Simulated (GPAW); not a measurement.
Band structure of HgPd₅Se (P4/mmm, 7 atoms in the cell).

```yaml
crystal:
  lattice:
    - [4.04641, 0.00000, 0.00000]
    - [0.00000, 4.04641, 0.00000]
    - [0.00000, 0.00000, 7.12558]
  atoms:
    - { symbol: Hg, position: [0.50000, 0.50000, 0.00000] }
    - { symbol: Pd, position: [0.00000, 0.00000, 0.00000] }
    - { symbol: Pd, position: [0.50000, 0.00000, 0.71339] }
    - { symbol: Pd, position: [0.50000, 0.00000, 0.28661] }
    - { symbol: Pd, position: [0.00000, 0.50000, 0.71339] }
    - { symbol: Pd, position: [0.00000, 0.50000, 0.28661] }
    - { symbol: Se, position: [0.00000, 0.00000, 0.50000] }
```

Computed with PBEsol, GPAW PAW datasets PBEsol (made by gpaw-setup) (plane waves; GPAW 25.7.0).

Settings: mode = pw; ecut = 600 eV; xc = PBEsol; kpts = 6 6 3; mesh shift (steps) = 0 0 0; occupations.name = methfessel-paxton; occupations.width = 0.272 eV; occupations.order = 0; nbands = -15; symmetry.symmorphic = false; symmetry.tolerance = 0.0005; maxiter = 150; bandpath_npoints = 40.

The starting cell comes from a database of computed structures (which also holds hypothetical and non-ambient phases and stackings), without a prior relaxation at this level. Spin-orbit coupling is off. Spin polarisation is off.

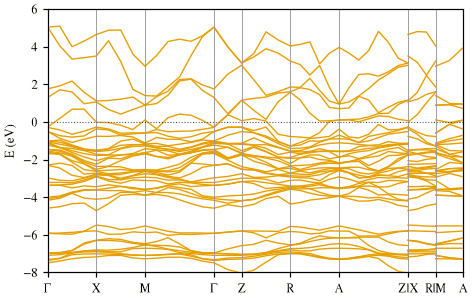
Fig. 1. Bands along the path, energies from the Fermi level.

Levels in eV from the Fermi level, bands 49 to 56:
| point | 49 | 50 | 51 | 52 | 53 | 54 | 55 | 56 |
|---|---|---|---|---|---|---|---|---|
| Γ | -1.02 | -0.51 | -0.51 | -0.29 | -0.27 | 1.30 | 1.75 | 5.04 |
| X | -1.51 | -0.76 | -0.37 | -0.27 | -0.02 | 1.06 | 1.11 | 3.50 |
| M | -1.18 | -1.12 | -0.59 | -0.59 | 0.11 | 0.89 | 0.89 | 1.40 |
| Z | -0.51 | -0.29 | -0.27 | 0.07 | 1.15 | 1.15 | 3.01 | 3.13 |
| R | -1.41 | -1.29 | -1.28 | -0.78 | 1.58 | 1.60 | 1.85 | 3.23 |
| A | -0.89 | -0.70 | -0.39 | 0.10 | 0.10 | 0.70 | 0.95 | 0.95 |

Bands cross the Fermi level along this path, so the cell is metallic at this level.
